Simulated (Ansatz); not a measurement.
# A hypothetical structure for NaTaO2

Starting from a made-up structure for NaTaO2, the aim is the relaxed cell, its shortest contacts and, where a second run follows, its electronic structure.

Program: Ansatz 0.2.0. Level of theory: DFT, PBE, plane-wave PAW, files of the set soft_1, scalar-relativistic, no spin, cell and ions relaxed at zero pressure; PAW set soft_1, in the first sound run; inputs show where later runs differ. Results are calculated unless marked as measured.

**1. Set-up**

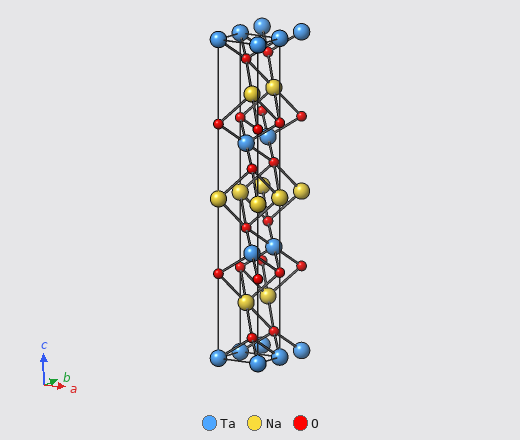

The starting structure, seen slightly off an axis (tantalum blue, sodium yellow, oxygen red). 1×2×1 cells are drawn. This picture shows the conventional cell, with its axes. Bonds to atoms that aren't drawn are left out. Some periodic images of atoms are drawn too.

**2. Relaxing cell and atoms**

The guessed cell has no reason to be at equilibrium. It is relaxed with the atoms, within the space group of the guess.

File input.yaml:

```yaml
crystal:
  lattice:
    - [1.539, 0.888542064, 5.294666667]
    - [-1.539, 0.888542064, 5.294666667]
    - [0.0, -1.777084129, 5.294666667]
  atoms:
    - { symbol: Ta, position: [0.0, 0.0, 0.0] }
    - { symbol: Na, position: [0.5, 0.5, 0.5] }
    - { symbol: O, position: [0.7348, 0.7348, 0.7348] }
    - { symbol: O, position: [0.2652, 0.2652, 0.2652] }
kpoints:
  mp_grid: { grid: [10, 10, 10] }
scf:
  occupations: { method: fermi_dirac, width: 0.05 }
hamiltonian:
  xc: pbe
  pseudopotentials: { kind: paw, azcp: { folder: soft_1 } }
relax:
  f_tol: 0.015
  max_steps: 70
  cell: {}
output:
  forces: true
  stress: true
```

On the command line:

```console
$ ansatz run input.yaml --threads 4 --pin off --max-ram 8192MiB --backend cpu --events-out ev --progress --plain --runs-dir out
```

Numbers of over 12 decimals in the logs are rounded to 6 here.

Output:

```text
basis.fft_grid_basis auto: the FFT boxes are laid along the combinations [[1, 0, -1], [0, 1, -1], [0, 0, 1]] of the cell's own vectors, 3.078, 3.078 and 5.585 Å long. The dense box has 24×24×40 points. Along the cell's own vectors, as sized, it would have 40×40×40, 2.78 times as many. Of the 12 symmetry operations that the crystal satisfies within crystal.symmetry.tolerance (time reversal apart; of a slab, those that [...]
Engine: ansatz 0.2.0, aarch64-unknown-linux-gnu
Pseudopotentials: kind: paw
Pseudopotential: Ta, paw, valence charge 13, recommended cutoff 420 eV (normal), soft_1/Ta.paw.azcp
Pseudopotential: Na, paw, valence charge 9, recommended cutoff 420 eV (normal), soft_1/Na.paw.azcp
Pseudopotential: O, paw, valence charge 6, recommended cutoff 420 eV (normal), soft_1/O.paw.azcp
Functional definition: PBE
  parameter kappa = 0.804
  parameter beta = 0.066725
  exchange = pbe_x(kappa = kappa, mu = beta*pi^2/3)
  correlation = pbe_c(beta = beta)
Crystal: 4 atoms, lattice volume = 43.442 Å³
Basis set: ecut = 420 eV, 845 PW (Γ), FFT grids on a1−a3, a2−a3, a3, exchange–correlation on 48×48×80 points (8 copies of the dense FFT grid, shifted against one another)
Bands: 21, of which v1, the nominal top of the filled ones, is band 17 counted from 1 (16 counted from 0)
Symmetry: 12 space group operations
Space group: R-3m (ITA 166), of the structure as read, at distance tolerance 3.5e-5 Å
k-points: 116 of 1000
Non-local potential: Ta, projectors of the file, l = 0: 3, l = 1: 2, l = 2: 2, l = 3: 1
Non-local potential: Na, projectors of the file, l = 0: 3, l = 1: 2, l = 2: 1
Non-local potential: O, projectors of the file, l = 0: 2, l = 1: 2, l = 2: 1
PAW form: soft (Blöchl's): semilocal exchange-correlation on the pseudo side does not see the compensation charge
PAW one-centre angular grid: Ta, 590 points (default); XC on 64 Gauss nodes
PAW one-centre angular grid: Na, 110 points (default); XC on 64 Gauss nodes
PAW one-centre angular grid: O, 110 points (default); XC on 64 Gauss nodes
Initial density: superposition of atomic densities (chi_scale 0.1, normalization cell, long waves kept (reshape's long-wave potential 0.07 eV rms))
Initial wavefunctions: pseudopotential atomic-orbital guess
Functional: x = pbe(κ = 0.804, μ = 0.219515), c = pbe(β = 0.066725)
SCF iter   1: F=—  HF=-12557.003025 eV  |F-HF|=—  |Δ(HF+E_count)|=         —  Δρ=7.69e-2  dr2=1.60e0  ethr=3.10e-3  ⟨swp⟩=6.0  Hψ=10740  notcnv=0
preconditioner: auto → Kerker (q_TF=auto, 2.619 Å⁻¹)  [metal: Δε(μ)=0.069 eV  Ē_g=11.907 eV  σ=0.050 eV  W_gap=0.31  n_scr=16 (ndim 8)  ℏωp=23.9 eV  f_vac=0.000  D(μ)=1.22/eV (n_scr^D=2)]
SCF iter   2: F=—  HF=-12556.630877 eV  |F-HF|=—  |Δ(HF+E_count)|=   3.72e-1  Δρ=3.10e-2  dr2=3.27e-1  ethr=3.10e-3  ⟨swp⟩=2.0  Hψ=5220  notcnv=0
SCF iter   3: F=—  HF=-12556.607027 eV  |F-HF|=—  |Δ(HF+E_count)|=   2.39e-2  Δρ=1.31e-2  dr2=7.14e-2  ethr=9.62e-4  ⟨swp⟩=2.0  Hψ=4295  notcnv=0
SCF iter   4: F=—  HF=-12556.600126 eV  |F-HF|=—  |Δ(HF+E_count)|=   6.90e-3  Δρ=3.80e-3  dr2=8.77e-3  ethr=2.10e-4  ⟨swp⟩=2.8  Hψ=4601  notcnv=0
SCF iter   5: F=—  HF=-12556.600331 eV  |F-HF|=—  |Δ(HF+E_count)|=   2.05e-4  Δρ=1.47e-3  dr2=6.93e-4  ethr=2.58e-5  ⟨swp⟩=2.0  Hψ=4287  notcnv=0
SCF iter   6: F=—  HF=-12556.600665 eV  |F-HF|=—  |Δ(HF+E_count)|=   3.34e-4  Δρ=2.88e-4  dr2=2.46e-5  ethr=2.04e-6  ⟨swp⟩=2.0  Hψ=3297  notcnv=0
SCF iter   7: F=—  HF=-12556.600693 eV  |F-HF|=—  |Δ(HF+E_count)|=   2.81e-5  Δρ=4.83e-5  dr2=8.50e-7  ethr=7.22e-8  ⟨swp⟩=2.3  Hψ=4037  notcnv=0
SCF iter   8: F=-12556.600694 eV  HF=-12556.600694 eV  |F-HF|=1.82e-8  |Δ(HF+E_count)|=   1.04e-6  Δρ=1.18e-5  dr2=7.28e-8  ethr=2.94e-10  ⟨swp⟩=5.0  Hψ=9381  notcnv=0
SCF 1 converged in 8 iterations: F = -12556.600694 eV  dr2 = 7.28e-8
  greatest PAW one-centre occupation: 0.999 electrons in one spin orbital (limit 2), on the Na atom at site 1 (counted from 0), in its partial waves of l = 0
relax step   1: F+E_penalty+E_count = -12556.60069417 eV  Δ(F+E_penalty+E_count) = +0.000e0 eV  max|allowed force component| = 2.861e0 eV/Å  Δτ_max = 0.0000 Å  P = +19.693 GPa  Ω = 43.442 Å³  (8 SCF iters, dr2 threshold 1.00e-7 eV, accepted)
Crystal: 4 atoms, lattice volume = 45.356 Å³
Basis set: ecut = 420 eV, 877 PW (Γ), FFT grids on a1−a3, a2−a3, a3, exchange–correlation on 48×48×80 points (8 copies of the dense FFT grid, shifted against one another)
Initial density: handed on by an earlier stage of this run
Initial wavefunctions: those handed on with the density
iter 1 solved again at ethr=4.39e-4 eV; its pass at ethr=3.10e-3 eV (dr2=1.49e-1 eV) is discarded
SCF iter   1: F=—  HF=-12557.256999 eV  |F-HF|=—  |Δ(HF+E_count)|=         —  Δρ=1.98e-2  dr2=1.50e-1  ethr=4.39e-4  ⟨swp⟩=1.0  Hψ=13793  notcnv=0
preconditioner: auto → LDOS  [metal: Δε(μ)=0.021 eV  Ē_g=15.635 eV  σ=0.050 eV  W_gap=0.10  n_scr=16 (ndim 8)  ℏωp=27.0 eV  f_vac=0.019  D(μ)=1.04/eV (n_scr^D=2)  β→1.0]
SCF iter   2: F=—  HF=-12557.229618 eV  |F-HF|=—  |Δ(HF+E_count)|=   2.74e-2  Δρ=1.34e-2  dr2=5.90e-2  ethr=4.39e-4  ⟨swp⟩=2.2  Hψ=4685  notcnv=0
SCF iter   3: F=—  HF=-12557.214935 eV  |F-HF|=—  |Δ(HF+E_count)|=   1.47e-2  Δρ=1.92e-3  dr2=9.67e-4  ethr=1.74e-4  ⟨swp⟩=2.0  Hψ=4443  notcnv=0
SCF iter   4: F=—  HF=-12557.215009 eV  |F-HF|=—  |Δ(HF+E_count)|=   7.46e-5  Δρ=5.65e-4  dr2=1.33e-4  ethr=2.85e-6  ⟨swp⟩=2.0  Hψ=3512  notcnv=0
SCF iter   5: F=—  HF=-12557.214968 eV  |F-HF|=—  |Δ(HF+E_count)|=   4.10e-5  Δρ=9.63e-5  dr2=2.41e-6  ethr=3.91e-7  ⟨swp⟩=2.0  Hψ=3264  notcnv=0
SCF iter   6: F=-12557.214971 eV  HF=-12557.214971 eV  |F-HF|=8.32e-9  |Δ(HF+E_count)|=   2.84e-6  Δρ=2.15e-5  dr2=9.13e-8  ethr=1.18e-9  ⟨swp⟩=4.9  Hψ=9203  notcnv=0
SCF 2 converged in 6 iterations: F = -12557.214971 eV  dr2 = 9.13e-8
relax step   2: F+E_penalty+E_count = -12557.21497128 eV  Δ(F+E_penalty+E_count) = -6.143e-1 eV  max|allowed force component| = 7.659e-1 eV/Å  Δτ_max = 0.0943 Å  P = +0.626 GPa  Ω = 45.356 Å³  energy of the carried Pulay correction = -3.958e-3 eV  (6 SCF iters, dr2 threshold 4.00e-7 eV, accepted)
Crystal: 4 atoms, lattice volume = 44.390 Å³
Basis set: ecut = 420 eV, 823 PW (Γ), FFT grids on a1−a3, a2−a3, a3, exchange–correlation on 48×48×80 points (8 copies of the dense FFT grid, shifted against one another)
iter 1 solved again at ethr=2.08e-4 eV; its pass at ethr=3.10e-3 eV (dr2=7.07e-2 eV) is discarded
SCF iter   1: F=—  HF=-12557.462879 eV  |F-HF|=—  |Δ(HF+E_count)|=         —  Δρ=1.45e-2  dr2=7.10e-2  ethr=2.08e-4  ⟨swp⟩=1.0  Hψ=15253  notcnv=0
preconditioner: auto → LDOS  [metal: Δε(μ)=0.039 eV  Ē_g=15.482 eV  σ=0.050 eV  W_gap=0.19  n_scr=16 (ndim 8)  ℏωp=27.3 eV  f_vac=0.019  D(μ)=1.13/eV (n_scr^D=2)  β→1.0]
SCF iter   2: F=—  HF=-12557.447979 eV  |F-HF|=—  |Δ(HF+E_count)|=   1.49e-2  Δρ=5.72e-3  dr2=1.05e-2  ethr=2.08e-4  ⟨swp⟩=2.0  Hψ=4642  notcnv=0
SCF iter   3: F=—  HF=-12557.444970 eV  |F-HF|=—  |Δ(HF+E_count)|=   3.01e-3  Δρ=8.49e-4  dr2=2.02e-4  ethr=3.09e-5  ⟨swp⟩=2.0  Hψ=4802  notcnv=0
SCF iter   4: F=—  HF=-12557.445001 eV  |F-HF|=—  |Δ(HF+E_count)|=   3.14e-5  Δρ=1.92e-4  dr2=9.54e-6  ethr=5.94e-7  ⟨swp⟩=2.0  Hψ=4297  notcnv=0
SCF iter   5: F=—  HF=-12557.445000 eV  |F-HF|=—  |Δ(HF+E_count)|=   8.76e-7  Δρ=6.10e-5  dr2=7.10e-7  ethr=2.81e-8  ⟨swp⟩=2.0  Hψ=4280  notcnv=0
SCF iter   6: F=-12557.445000 eV  HF=-12557.445000 eV  |F-HF|=1.27e-9  |Δ(HF+E_count)|=   4.83e-8  Δρ=1.17e-5  dr2=3.40e-8  ethr=1.18e-9  ⟨swp⟩=4.2  Hψ=8740  notcnv=0
SCF 3 converged in 6 iterations: F = -12557.445000 eV  dr2 = 3.40e-8
relax step   3: F+E_penalty+E_count = -12557.44500034 eV  Δ(F+E_penalty+E_count) = -2.300e-1 eV  max|allowed force component| = 1.627e-1 eV/Å  Δτ_max = 0.0649 Å  P = -0.902 GPa  Ω = 44.390 Å³  energy of the carried Pulay correction = -1.982e-3 eV  (6 SCF iters, dr2 threshold 4.00e-7 eV, accepted)
[... from here on, the SCF cycles and remarks between the steps are left out ...]
relax step   4: F+E_penalty+E_count = -12557.45636702 eV  Δ(F+E_penalty+E_count) = -1.137e-2 eV  max|allowed force component| = 2.851e-1 eV/Å  Δτ_max = 0.0047 Å  P = -0.188 GPa  Ω = 44.207 Å³  energy of the carried Pulay correction = -1.604e-3 eV  (5 SCF iters, dr2 threshold 4.00e-7 eV, accepted)
relax step   5: F+E_penalty+E_count = -12557.46340954 eV  Δ(F+E_penalty+E_count) = -7.043e-3 eV  max|allowed force component| = 1.657e-1 eV/Å  Δτ_max = 0.0195 Å  P = +0.342 GPa  Ω = 44.497 Å³  energy of the carried Pulay correction = -2.203e-3 eV  (5 SCF iters, dr2 threshold 4.00e-7 eV, accepted)
relax step   6: F+E_penalty+E_count = -12557.46520973 eV  Δ(F+E_penalty+E_count) = -1.800e-3 eV  max|allowed force component| = 5.488e-3 eV/Å  Δτ_max = 0.0098 Å  P = +0.014 GPa  Ω = 44.386 Å³  energy of the carried Pulay correction = -1.974e-3 eV  (4 SCF iters, dr2 threshold 4.00e-7 eV, accepted)
relax step   7: F+E_penalty+E_count = -12557.46520578 eV  Δ(F+E_penalty+E_count) = +3.954e-6 eV  max|allowed force component| = 2.976e-4 eV/Å  Δτ_max = 0.0007 Å  P = -0.003 GPa  Ω = 44.399 Å³  energy of the carried Pulay correction = -2.002e-3 eV  (3 SCF iters, dr2 threshold 5.94e-8 eV, accepted)
relax step   8: F+E_penalty+E_count = -12557.48776824 eV  Δ(F+E_penalty+E_count) = -2.256e-2 eV  max|allowed force component| = 7.332e-4 eV/Å  Δτ_max = 0.0000 Å  P = +0.662 GPa  Ω = 44.399 Å³  stress off target by 1.85e0 GPa  SCF on the basis re-selected at this cell (its energy is not comparable with the rows above)  (7 SCF iters)
relax step   9: F+E_penalty+E_count = -12557.48928562 eV  Δ(F+E_penalty+E_count) = -1.517e-3 eV  max|allowed force component| = 4.932e-3 eV/Å  Δτ_max = 0.0046 Å  P = +0.028 GPa  Ω = 44.636 Å³  energy of the carried Pulay correction = -4.998e-4 eV  (4 SCF iters, dr2 threshold 4.00e-7 eV, accepted)
relax step  10: F+E_penalty+E_count = -12557.48926943 eV  Δ(F+E_penalty+E_count) = +1.619e-5 eV  max|allowed force component| = 1.180e-4 eV/Å  Δτ_max = 0.0008 Å  P = +0.004 GPa  Ω = 44.656 Å³  energy of the carried Pulay correction = -5.428e-4 eV  (3 SCF iters, dr2 threshold 6.69e-8 eV, accepted)
iter 1 solved again at ethr=3.76e-8 eV; its pass at ethr=3.10e-3 eV (dr2=1.28e-5 eV) is discarded
SCF iter   1: F=—  HF=-12557.489767 eV  |F-HF|=—  |Δ(HF+E_count)|=         —  Δρ=7.12e-5  dr2=2.92e-7  ethr=3.76e-8  ⟨swp⟩=3.9  Hψ=17826  notcnv=0
preconditioner: auto → LDOS  [metal: Δε(μ)=0.017 eV  Ē_g=15.612 eV  σ=0.050 eV  W_gap=0.09  n_scr=16 (ndim 8)  ℏωp=27.2 eV  f_vac=0.029  D(μ)=1.13/eV (n_scr^D=4)  β→1.0]
SCF iter   2: F=—  HF=-12557.489831 eV  |F-HF|=—  |Δ(HF+E_count)|=   6.33e-5  Δρ=2.65e-5  dr2=1.98e-7  ethr=8.59e-10  ⟨swp⟩=2.0  Hψ=4105  notcnv=0
SCF iter   3: F=—  HF=-12557.489831 eV  |F-HF|=—  |Δ(HF+E_count)|=   7.17e-8  Δρ=5.68e-6  dr2=6.72e-9  ethr=5.82e-10  ⟨swp⟩=2.0  Hψ=3458  notcnv=0
SCF iter   4: F=—  HF=-12557.489831 eV  |F-HF|=—  |Δ(HF+E_count)|=   1.92e-8  Δρ=6.54e-7  dr2=4.11e-11  ethr=1.98e-11  ⟨swp⟩=2.0  Hψ=3461  notcnv=0
SCF iter   5: F=-12557.489831 eV  HF=-12557.489831 eV  |F-HF|=1.82e-12  |Δ(HF+E_count)|=  3.55e-10  Δρ=1.04e-7  dr2=1.71e-12  ethr=1.00e-12  ⟨swp⟩=4.0  Hψ=8186  notcnv=0
SCF 11 converged in 5 iterations: F = -12557.489831 eV  dr2 = 1.71e-12
relax step  11: F+E_penalty+E_count = -12557.48983055 eV  Δ(F+E_penalty+E_count) = -5.611e-4 eV  max|allowed force component| = 2.110e-4 eV/Å  Δτ_max = 0.0000 Å  P = +0.011 GPa  Ω = 44.656 Å³  stress off target by 3.85e-2 GPa  SCF on the basis re-selected at this cell (its energy is not comparable with the rows above)  (5 SCF iters)
basis re-selected at this cell: Δ(F+E_penalty+E_count) = -5.611e-4 eV, ΔP = +0.007 GPa vs the last step (what re-selecting the basis moved, of the pressure what is left beyond the Pulay correction that the steps carried, after the strain that the cell walked since its last selection, with what the two solves' SCF thresholds leave and, on support functions, any second-order correction that the steps lacked; it is no m [...]
SCF converged after 5 iterations
Free energy (F): -12557.489831 eV
Harris-Foulkes:  -12557.489831 eV  (|F-HF|=1.82e-12)
Internal energy: -12557.481323 eV  (E = F + TS)
E sigma→0 (E₀):  -12557.485577 eV
Entropy (-TS):   -0.008508 eV (-2.127 meV/atom)
Fermi energy:    13.522956 eV
--- Per-component energies (eV) ---
  E_band       = -294.351525
  E_kinetic    = 846.344707
  E_local      = -2419.453482  (includes V_loc(G=0)·N_el)
  E_nonlocal   = 372.666535
  E_hartree    = 829.860834
  E_xc         = -502.959972
  E_vxc        = -466.048115  (∫ρ·V_xc dr)
  E_paw        = -8923.034563  (= ΣΔE_a)
  E_vpaw       = -287.584532  (= ΣTr[D̂ρ^β])
  E_aug_tail   = 0.001694  (compensation charges beyond the density's cutoff)
  E_ewald      = -2760.907076
  E_smearing   = -0.008508  (= −TS)
  E_closure    = 0.000000  (closes the sum)
  Σ components = -12557.489831   (vs F -12557.489831, Δ=0.00e0)
--- Forces (eV/Å), atoms counted from 1 ---
  atom   1  Ta     0.00000000     0.00000000     0.00000000
  atom   2  Na     0.00000000     0.00000000    -0.00000000
  atom   3  O      0.00000000     0.00000000    -0.00021095
  atom   4  O      0.00000000    -0.00000000     0.00021095
  max |Σ_I F_I| component: 5.42e-20 eV/Å
--- Stress (GPa, compression-positive) ---
       -0.002892       0.000000       0.000000
        0.000000      -0.002892      -0.000000
        0.000000      -0.000000       0.038496
  P = ⅓ Tr σ = 0.0109 GPa (0.109 kbar)
--- Relaxed structure (9 steps of the walk, 9 accepted, 2 SCFs on fresh bases) ---
  F+E_penalty+E_count = -12557.48983055 eV   max|allowed force component| = 2.110e-4 eV/Å   (the final SCF, on the basis selected at the relaxed cell)
  cell:  # Å, volume = 44.6557 Å³
    - [1.468274, 0.847708, 5.979605]
    - [-1.468274, 0.847708, 5.979605]
    - [0, -1.695417, 5.979605]
  atoms:
    - { symbol: Ta, position: [-2.371948218268785e-19, -2.3719482182687886e-19, -2.3719482168556505e-19] }
    - { symbol: Na, position: [0.500000, 0.500000, 0.500000] }
    - { symbol: O, position: [0.743538, 0.743538, 0.743538] }
    - { symbol: O, position: [0.256462, 0.256462, 0.256462] }
```

Elapsed: 14 s, on 4 threads of Arm Neoverse V1, shared host; peak memory 0.43 GiB.

Step by step:

```tsv
step	energy less that of the first step (eV)	largest force component (eV/Å)	pressure (GPa)	volume (Å³)
1	0.0000	2.8614	19.69	43.44
2	-0.6143	0.7659	0.63	45.36
3	-0.8443	0.1627	-0.90	44.39
4	-0.8557	0.2851	-0.19	44.21
5	-0.8627	0.1657	0.34	44.50
6	-0.8645	0.0055	0.01	44.39
7	-0.8645	0.0003	0.00	44.40
8*	-0.8871	0.0007	0.66	44.40
9	-0.8886	0.0049	0.03	44.64
10	-0.8886	0.0001	0.00	44.66
11*	-0.8891	0.0002	0.01	44.66
```

Relaxation steps marked * repeat the geometry before them on a plane-wave basis chosen anew for their cell, so energy and pressure can jump there.

The run keeps the 12 symmetry operations that it works with, so distortions that break them were not tested.

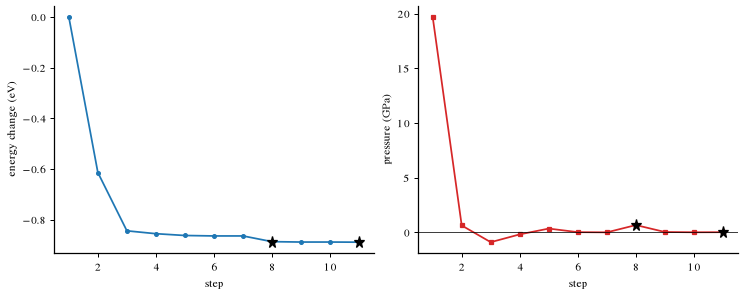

Energy and pressure along the relaxation. Stars mark steps on a basis chosen anew.

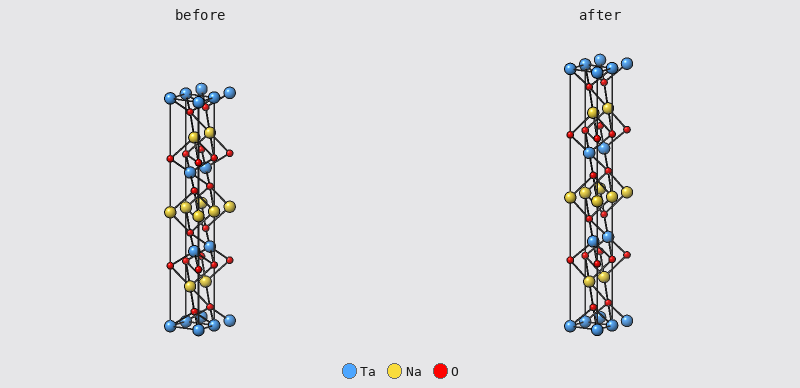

Before and after, at one scale. Bonds to atoms that aren't drawn are left out.

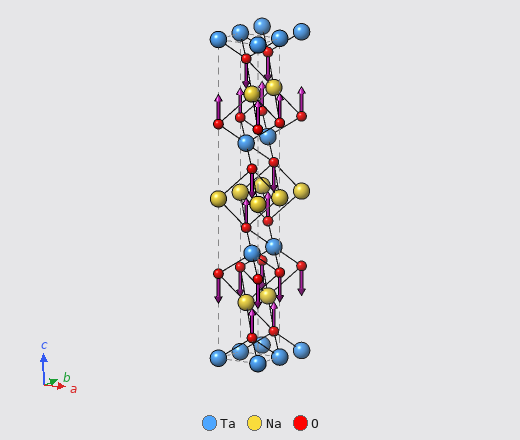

Displacements in the relaxation, exaggerated, measured against the changing cell; the longest in the cell stands for 0.16 Å. Bonds to atoms that aren't drawn are left out. 1×2×1 conventional cells are drawn. Some periodic images of atoms are drawn too.

```tsv
cell as run	before	after	change
a (Å)	5.585	6.215	+11.3 %
b (Å)	5.585	6.215	+11.3 %
c (Å)	5.585	6.215	+11.3 %
α (°)	31.99	27.33	-14.6 %
β (°)	31.99	27.33	-14.6 %
γ (°)	31.99	27.33	-14.6 %
volume (Å³/atom)	10.86	11.16	+2.8 %
```

The atoms that moved most (Å, as changes of fractional coordinates times the final cell):

```tsv
atom	dx	dy	dz	length
O3	0.000	0.000	0.157	0.157
O4	0.000	0.000	-0.157	0.157
```

The relaxed structure:

```xyz
4
Lattice="1.4683 0.8477 5.9796 -1.4683 0.8477 5.9796 0.0000 -1.6954 5.9796" Properties=species:S:1:pos:R:3 pbc="T T T"
Ta    0.0000    0.0000    0.0000
Na    0.0000    0.0000    8.9694
O     0.0000    0.0000   13.3382
O     0.0000    0.0000    4.6006
```

Numbers from this step:

| Property | Result |
| --- | --- |
| free energy | -12557.4898 eV |
| energy at zero smearing | -12557.4856 eV |
| smearing term TS | 0.008508 eV |
| Fermi energy | 13.52 eV |
| electrons | 34 |
| symmetry operations | 12 |
| pressure | 0.01090 GPa |

The shortest distance of each pair, which need not be the same contact before and after:

```tsv
pair	guess (Å)	relaxed (Å)
O–Ta	2.081	2.185
Na–O	2.368	2.339
Ta–Ta	3.078	2.937
Na–Na	3.078	2.937
O–O	2.801	2.937
```

The relaxation ends with a largest force component of 2.1e-4 eV/Å and a pressure of 0.01 GPa.

[end of part 1 of 2]

[Logs are printed without paths, hosts, clocks, repeated set-up lines and the standing remarks that a program may print on its own settings, such as how far it seeks lower states.]

[Hosts, paths, dates, database ids (printed as entryN), source tags and the programs' standing remarks are cut or masked in the printed files.]
